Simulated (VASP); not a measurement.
# A VASP study of BeSnTe2 (PBE): structure first, properties next, part 2 of 6

Wanted: the relaxed cell of BeSnTe2 and its properties. The cell is invented: it takes the structure of COD entry 1537798, SnS (space group 225 there), with some of its atoms replaced by other elements, volume scaled by an estimate. It may not be a known or stable phase.

VASP 6.6.1, plane waves and PAW; the level of theory is named at each step.

Still holding for the runs below: The k-mesh is coarse for a metal.

So far. Step 2 (Rough relaxation of the start cell): It ends with forces that vanish by symmetry and a pressure of -0.07 GPa.

**3. Full relaxation (PBE)**

Level of this step: PBE; plane waves and PAW (Te, Sn_d, Be); invented cell (VASP).

Properties are meant for the cell that this level of theory prefers, so cell and atoms are relaxed first (ISIF = 3) until forces and stress are small; EDIFFG sets the threshold.

The input, INCAR:

```
SYSTEM = BeSnTe2
PREC = Accurate
ENCUT = 400
EDIFF = 1E-06
NELM = 100
ISMEAR = -1
SIGMA = 0.05
LREAL = .FALSE.
ALGO = Normal
GGA = PE
NBANDS = 20
LORBIT = 11
LWAVE = .FALSE.
LCHARG = .FALSE.
KPAR = 2
IBRION = 2
NSW = 60
ISIF = 3
EDIFFG = -0.01
```

The input, POSCAR:

```
BeSnTe2
1.0
    4.2493141403      0.0000000000      0.0000000000
    0.0000000000      4.2493141403      0.0000000000
    0.0000000000      0.0000000000      5.9262631677
Te Sn Be
2 1 1
Direct
    0.5000000000      0.5000000000      0.5000000000
    0.0000000000      0.0000000000      0.0000000000
    0.0000000000      0.0000000000      0.5000000000
    0.5000000000      0.5000000000      0.0000000000
```

The input, KPOINTS:

```
Automatic mesh
0
Gamma
5 5 4
0 0 0
```

Potentials, in the order of the species: Te, Sn_d and Be (PBE family, release 64).

Run with:

```sh
> mpirun -np 2 vasp_std
```

What it wrote:

```text
[... set-up lines as in an earlier step ...]
 entering main loop
       N       E                     dE             d eps       ncg     rms          rms(c)
DAV:   1     0.167957842342E+03    0.16796E+03   -0.10635E+04   728   0.119E+03
DAV:   2     0.472528683529E+01   -0.16323E+03   -0.15759E+03   804   0.305E+02
DAV:   3    -0.126733873141E+02   -0.17399E+02   -0.16998E+02   876   0.977E+01
DAV:   4    -0.133241629694E+02   -0.65078E+00   -0.64438E+00   872   0.198E+01
DAV:   5    -0.133459814149E+02   -0.21818E-01   -0.21807E-01  1076   0.380E+00    0.683E+00
DAV:   6    -0.132912194177E+02    0.54762E-01   -0.13875E-01   928   0.247E+00    0.441E+00
DAV:   7    -0.132972462643E+02   -0.60268E-02   -0.71816E-02   940   0.180E+00    0.504E-01
DAV:   8    -0.132963069981E+02    0.93927E-03   -0.72177E-03   840   0.730E-01    0.281E-01
DAV:   9    -0.132963698259E+02   -0.62828E-04   -0.12965E-03   860   0.231E-01    0.109E-01
DAV:  10    -0.132964681556E+02   -0.98330E-04   -0.99800E-05   848   0.617E-02    0.322E-02
DAV:  11    -0.132964855624E+02   -0.17407E-04   -0.18321E-05   828   0.298E-02    0.125E-02
DAV:  12    -0.132964870844E+02   -0.15220E-05   -0.39601E-06   856   0.133E-02    0.544E-03
DAV:  13    -0.132964867956E+02    0.28883E-06   -0.39697E-07   512   0.350E-03
   1 F= -.13296487E+02 E0= -.13291443E+02  d E =-.132965E+02
 curvature:   0.00 expect dE= 0.000E+00 dE for cont linesearch  0.000E+00
 trial: gam= 0.00000 g(F)=  0.000E+00 g(S)=  0.126E-02 ort = 0.000E+00 (trialstep = 0.100E+01)
 search vector abs. value=  0.126E-02
 bond charge predicted
       N       E                     dE             d eps       ncg     rms          rms(c)
DAV:   1    -0.133004107096E+02   -0.39236E-02   -0.96421E-02   788   0.224E+00    0.288E-01
DAV:   2    -0.132982974324E+02    0.21133E-02   -0.46773E-03   812   0.548E-01    0.157E-01
DAV:   3    -0.132972621754E+02    0.10353E-02   -0.19919E-03   888   0.341E-01    0.439E-02
DAV:   4    -0.132972313647E+02    0.30811E-04   -0.31127E-04   840   0.117E-01    0.434E-02
DAV:   5    -0.132972287314E+02    0.26333E-05   -0.18104E-05   908   0.275E-02    0.318E-02
DAV:   6    -0.132972262281E+02    0.25034E-05   -0.32609E-06   772   0.152E-02    0.796E-03
DAV:   7    -0.132972258948E+02    0.33327E-06   -0.75399E-07   432   0.641E-03
   2 F= -.13297226E+02 E0= -.13291926E+02  d E =-.739099E-03
 trial-energy change:   -0.000739  1 .order   -0.000754   -0.001263   -0.000245
 step:   1.2701(harm=  1.2400)  dis= 0.00000  next Energy=   -13.297259 (dE=-0.772E-03)
 bond charge predicted
       N       E                     dE             d eps       ncg     rms          rms(c)
DAV:   1    -0.132974839259E+02   -0.25770E-03   -0.69878E-03   788   0.599E-01    0.773E-02
DAV:   2    -0.132973317001E+02    0.15223E-03   -0.33356E-04   836   0.156E-01    0.428E-02
DAV:   3    -0.132972573035E+02    0.74397E-04   -0.14916E-04   884   0.890E-02    0.121E-02
DAV:   4    -0.132972544287E+02    0.28749E-05   -0.22163E-05   836   0.309E-02    0.118E-02
DAV:   5    -0.132972541351E+02    0.29354E-06   -0.11686E-06   496   0.754E-03
   3 F= -.13297254E+02 E0= -.13291873E+02  d E =-.767340E-03
 curvature:  -0.61 expect dE=-0.854E-05 dE for cont linesearch -0.112E-08
 trial: gam= 0.01229 g(F)=  0.000E+00 g(S)=  0.140E-04 ort =-0.153E-05 (trialstep = 0.105E+01)
 search vector abs. value=  0.142E-04
 reached required accuracy - stopping structural energy minimisation
```

Elapsed: 32 s, on 2 MPI ranks of Intel Xeon Platinum 8375C at 2.90GHz (Ice Lake), shared host; peak memory 0.36 GiB.

Parts of OUTCAR (step 3):

```text
  LATTYP: Found a simple tetragonal cell.
 ALAT       =     4.2493141403
 C/A-ratio  =     1.3946399282

The static configuration has the point symmetry D_4h.

 Found     18 irreducible k-points:

   k-points           NKPTS =     18   k-points in BZ     NKDIM =     18   number of bands    NBANDS=     20

   dimension x,y,z NGX =    28 NGY =   28 NGZ =   40
   dimension x,y,z NGXF=    56 NGYF=   56 NGZF=   80

   ENCUT  =  400.0 eV  29.40 Ry    5.42 a.u.   6.93  6.93  9.66*2*pi/ulx,y,z

   NELECT =      28.0000    total number of electrons

 E-fermi :   6.3324

 k-point     1 :       0.0000    0.0000    0.0000
  band No.  band energies     occupation
    ...
     11       2.9186      2.00000
     12       4.9517      2.00000
     13       5.1721      2.00000
     14       5.1721      2.00000
     15       5.9203      1.99947
     16       9.0105      0.00000
     17      10.8210      0.00000
     18      10.8210      0.00000
     19      11.0405      0.00000
     20      12.0059      0.00000

 k-point     2 :       0.2000    0.0000    0.0000
  band No.  band energies     occupation
    ...
     10       3.2769      2.00000
     11       3.2918      2.00000
     12       4.3850      2.00000
     13       4.4727      2.00000
     14       5.3716      2.00000
     15       7.4086      0.00000
     16       9.2883      0.00000
     17       9.4358      0.00000
     18      10.2346      0.00000
     19      10.9871      0.00000
    ...

  Total       -0.0216171     -0.0216171     -0.0150482      0.0000000      0.0000000      0.0000000
  in kB       -0.3231949     -0.3231949     -0.2249845      0.0000000      0.0000000      0.0000000
  external PRESSURE =      -0.2904581 kB  Pullay stress =       0.0000000 kB

  energy-cutoff  :      400.00
  volume of cell :      107.16
      direct lattice vectors                 reciprocal lattice vectors
     4.242888630  0.000000000  0.000000000     0.235688487  0.000000000  0.000000000
     0.000000000  4.242888630  0.000000000     0.000000000  0.235688487  0.000000000
     0.000000000  0.000000000  5.952772258     0.000000000  0.000000000  0.167988957

 POSITION                                       TOTAL-FORCE (eV/Angst)
 -----------------------------------------------------------------------------------
      2.12144      2.12144      2.97639         0.000000      0.000000      0.000000
      0.00000      0.00000      0.00000         0.000000      0.000000      0.000000
      0.00000      0.00000      2.97639         0.000000      0.000000      0.000000
      2.12144      2.12144      0.00000         0.000000      0.000000      0.000000
 -----------------------------------------------------------------------------------
    total drift:                               -0.000000      0.000000      0.000000

  FREE ENERGIE OF THE ION-ELECTRON SYSTEM (eV)
  ---------------------------------------------------
  free  energy   TOTEN  =       -13.2972541351 eV

  energy  without entropy=      -13.2864910028  energy(sigma->0) =      -13.29187257

 total charge
# of ion       s       p       d       tot
------------------------------------------
    1        1.383   1.976   0.040   3.399
    2        1.376   1.946   0.030   3.352
    3        1.316   0.871  10.014  12.200
    4        0.348   0.272   0.000   0.620
--------------------------------------------------
tot          4.422   5.065  10.084  19.571

[... 2 parts as in an earlier step ...]

[... 7 further parts left out ...]
```

Relaxation path:

```
step  energy less that of the first step (eV)  largest force (eV/Å)  pressure (GPa)  volume (Å³)
   1                                   0.0000                0.0000            0.05       107.01
   2                                  -0.0007                0.0000            0.00       107.13
   3                                  -0.0008                0.0000           -0.03       107.16
```

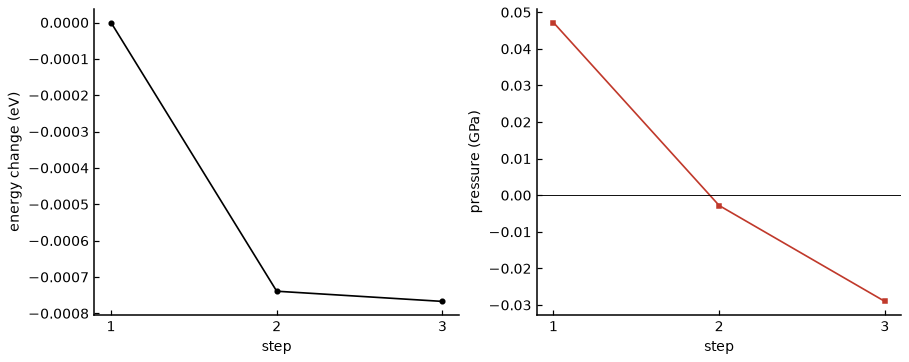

Energy and pressure along the relaxation.

```
conventional cell, symmetrised  before  after  change
                         a (Å)   4.249  4.243  -0.2 %
                         b (Å)   4.249  4.243  -0.2 %
                         c (Å)   5.926  5.953  +0.4 %
              volume (Å³/atom)   26.75  26.79  +0.1 %
```

Final coordinates:

```xyz
4
Lattice="4.2429 0.0000 0.0000 0.0000 4.2429 0.0000 0.0000 0.0000 5.9528" Properties=species:S:1:pos:R:3 pbc="T T T"
Te    2.1214    2.1214    2.9764
Te    0.0000    0.0000    0.0000
Sn    0.0000    0.0000    2.9764
Be    2.1214    2.1214    0.0000
```

Numbers from this step:

```
irreducible k-points            : 18
free energy (TOTEN)             : -13.30 eV
energy at zero smearing         : -13.29 eV
Fermi energy                    : 6.332 eV
pressure                        : -0.02905 GPa
SCF cycles over all ionic steps : 25
```

It ends with forces that vanish by symmetry and a pressure of -0.03 GPa.

**4. Single point with fields (PBE)**

A single point on the relaxed cell gives a clean self-consistent state, with density, ELF and potential written out.

INCAR, as its differences from that of step 3:

```diff
@@ -13,7 +13,5 @@
 LWAVE = .FALSE.
-LCHARG = .FALSE.
-KPAR = 2
-IBRION = 2
-NSW = 60
-ISIF = 3
-EDIFFG = -0.01
+LCHARG = .TRUE.
+ISIF = 2
+LELF = .TRUE.
+LVHAR = .TRUE.
```

The input, POSCAR:

```
BeSnTe2
1.0
    4.2428886305      0.0000000000      0.0000000000
    0.0000000000      4.2428886305      0.0000000000
    0.0000000000      0.0000000000      5.9527722582
Te Sn Be
2 1 1
Direct
    0.5000000000      0.5000000000      0.5000000000
    0.0000000000      0.0000000000      0.0000000000
    0.0000000000      0.0000000000      0.5000000000
    0.5000000000      0.5000000000      0.0000000000
```

KPOINTS is that of step 3.

Run with:

```sh
> mpirun -np 2 vasp_std
```

What it wrote:

```text
[banner, memory and clock lines left out]
running    2 mpi-ranks, on    1 nodes
 distrk:  each k-point on    2 cores,    1 groups
 distr:  one band on    1 cores,    2 groups

 POSCAR found type information on POSCAR TeSnBe
 POSCAR found :  3 types and       4 ions
 LDA part: xc-table for (Slater+PW92), standard interpolation
 POSCAR, INCAR and KPOINTS ok, starting setup
 FFT: planning ... GRIDC
 FFT: planning ... GRID_SOFT
 FFT: planning ... GRID
 WAVECAR not read
 entering main loop
       N       E                     dE             d eps       ncg     rms          rms(c)
DAV:   1     0.167277311070E+03    0.16728E+03   -0.10678E+04   724   0.118E+03
DAV:   2     0.444917956075E+01   -0.16283E+03   -0.15646E+03   780   0.302E+02
DAV:   3    -0.126961154305E+02   -0.17145E+02   -0.16761E+02   896   0.967E+01
DAV:   4    -0.133282219254E+02   -0.63211E+00   -0.62732E+00   888   0.197E+01
DAV:   5    -0.133480768890E+02   -0.19855E-01   -0.19847E-01  1044   0.366E+00    0.681E+00
DAV:   6    -0.132919192721E+02    0.56158E-01   -0.14247E-01   932   0.245E+00    0.440E+00
DAV:   7    -0.132978954822E+02   -0.59762E-02   -0.69686E-02   908   0.179E+00    0.542E-01
DAV:   8    -0.132971226887E+02    0.77279E-03   -0.67000E-03   860   0.705E-01    0.280E-01
DAV:   9    -0.132971719074E+02   -0.49219E-04   -0.12921E-03   872   0.235E-01    0.111E-01
DAV:  10    -0.132972697332E+02   -0.97826E-04   -0.10204E-04   844   0.618E-02    0.319E-02
DAV:  11    -0.132972864610E+02   -0.16728E-04   -0.17415E-05   828   0.288E-02    0.121E-02
DAV:  12    -0.132972881805E+02   -0.17195E-05   -0.41820E-06   880   0.134E-02    0.520E-03
DAV:  13    -0.132972878981E+02    0.28241E-06   -0.35504E-07   512   0.333E-03
   1 F= -.13297288E+02 E0= -.13291908E+02  d E =-.107608E-01
```

It took 13 s on 2 MPI ranks; peak memory 0.29 GiB.

Parts of OUTCAR (step 4):

```text
  LATTYP: Found a simple tetragonal cell.
 ALAT       =     4.2428886305
 C/A-ratio  =     1.4029998844

The static configuration has the point symmetry D_4h.

 Found     18 irreducible k-points:

   ENCUT  =  400.0 eV  29.40 Ry    5.42 a.u.   6.92  6.92  9.71*2*pi/ulx,y,z

   NELECT =      28.0000    total number of electrons

 E-fermi :   6.3324

 k-point     1 :       0.0000    0.0000    0.0000
  band No.  band energies     occupation
    ...
     11       2.9186      2.00000
     12       4.9516      2.00000
     13       5.1722      2.00000
     14       5.1722      2.00000
     15       5.9204      1.99947
     16       9.0105      0.00000
     17      10.8211      0.00000
     18      10.8211      0.00000
     19      11.0404      0.00000
     20      12.0059      0.00000

 k-point     2 :       0.2000    0.0000    0.0000
  band No.  band energies     occupation
    ...
     10       3.2769      2.00000
     11       3.2918      2.00000
     12       4.3849      2.00000
     13       4.4726      2.00000
     14       5.3717      2.00000
     15       7.4087      0.00000
     16       9.2883      0.00000
     17       9.4357      0.00000
     18      10.2345      0.00000
     19      10.9871      0.00000
    ...

  Total       -0.0109654     -0.0109654     -0.0125062      0.0000000      0.0000000      0.0000000
  in kB       -0.1639425     -0.1639425     -0.1869797      0.0000000      0.0000000      0.0000000
  external PRESSURE =      -0.1716216 kB  Pullay stress =       0.0000000 kB

  energy-cutoff  :      400.00
  volume of cell :      107.16
      direct lattice vectors                 reciprocal lattice vectors
     4.242888631  0.000000000  0.000000000     0.235688487  0.000000000  0.000000000
     0.000000000  4.242888631  0.000000000     0.000000000  0.235688487  0.000000000
     0.000000000  0.000000000  5.952772258     0.000000000  0.000000000  0.167988957

  FREE ENERGIE OF THE ION-ELECTRON SYSTEM (eV)
  ---------------------------------------------------
  free  energy   TOTEN  =       -13.2972878981 eV

  energy  without entropy=      -13.2865271079  energy(sigma->0) =      -13.29190750

 total charge
# of ion       s       p       d       tot
------------------------------------------
    1        1.383   1.976   0.040   3.399
    2        1.376   1.946   0.030   3.352
    3        1.316   0.871  10.014  12.200
    4        0.348   0.272   0.000   0.620
--------------------------------------------------
tot          4.422   5.065  10.084  19.572

[... 5 parts as in an earlier step ...]

[... 6 further parts left out ...]
```

This step gave:

```yaml
scf_cycles: 13
pressure: -0.01716 GPa
```

Valence electrons inside each PAW sphere by angular momentum. Sphere charges, by row:

```
atom  s (e)  p (e)  d (e)  tot (e)
 Te1  1.383  1.976   0.04    3.399
 Te2  1.376  1.946   0.03    3.352
 Sn3  1.316  0.871  10.01     12.2
 Be4  0.348  0.272      0     0.62
```

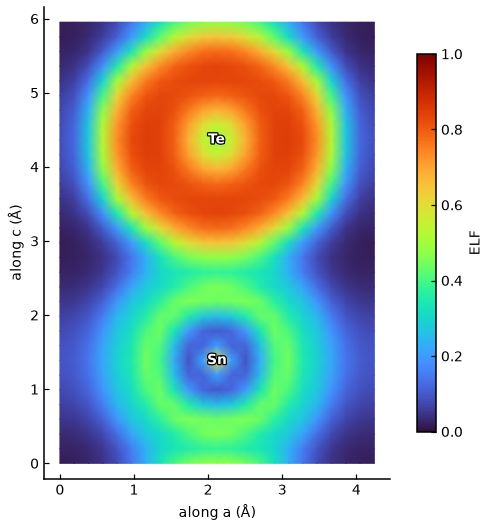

ELF in the ac plane at fractional y = 0.000, with atoms of Te and Sn within 0.2 Å of it. It is the smooth field of the valence electrons, not physical close to the nuclei. The map starts off the cell's origin, so that atoms lie inside it.

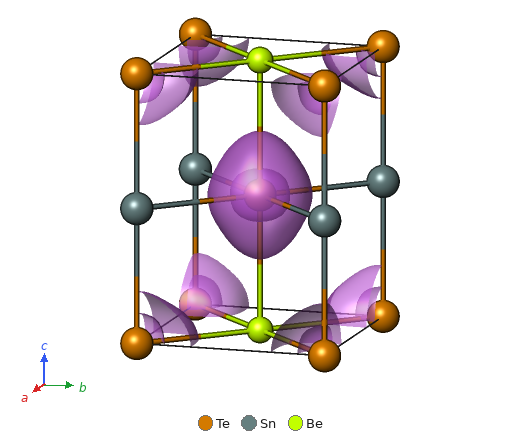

Surface of ELF = 0.8.

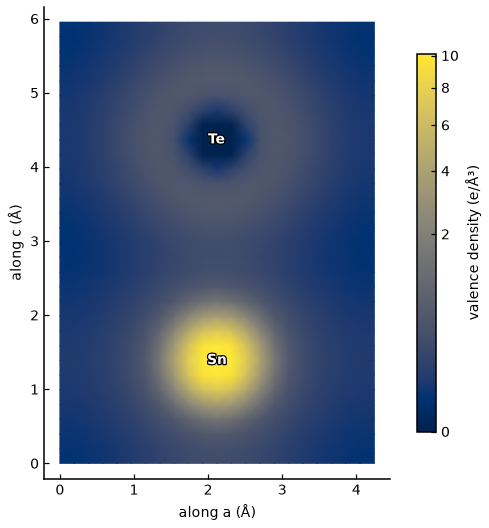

Valence density in the ac plane at fractional y = 0.000, with atoms of Te and Sn within 0.2 Å of it. It is the smooth field of the valence electrons, not physical close to the nuclei. The map starts off the cell's origin, so that atoms lie inside it. The colour scale is stretched toward low values.

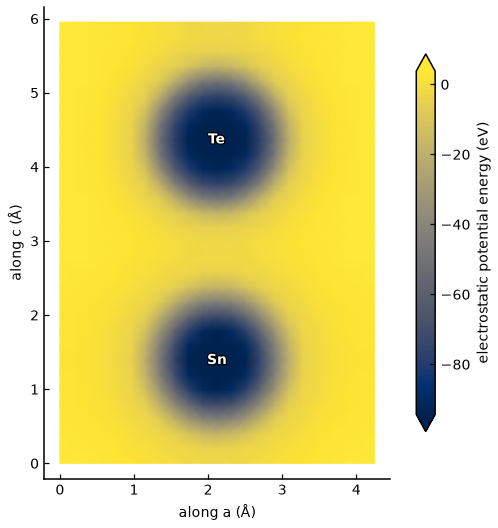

Electrostatic potential energy in the ac plane at fractional y = 0.000, with atoms of Te and Sn within 0.2 Å of it. With pseudopotentials it is smooth inside the atoms' cores, unlike the true potential. The map starts off the cell's origin, so that atoms lie inside it.

In this run the pressure is -0.02 GPa, small enough to go on.

(Part 2 of 6 ends here.)

[Lines on the potential files, build, host, timing and source positions are cut from VASP's logs without a mark.]

[Logs are printed without paths, hosts, clocks, repeated set-up lines and the standing remarks that a program may print on its own settings, such as how far it seeks lower states.]

[Hosts, paths, dates, database ids (printed as entryN), source tags and the programs' standing remarks are cut or masked in the printed files.]

[A measured line is paired with the nearest computed mode of its activity, which favours agreement.]

[In band tables of VASP the shares of atoms and orbitals are scaled to a sum of 1 inside the atoms' spheres.]
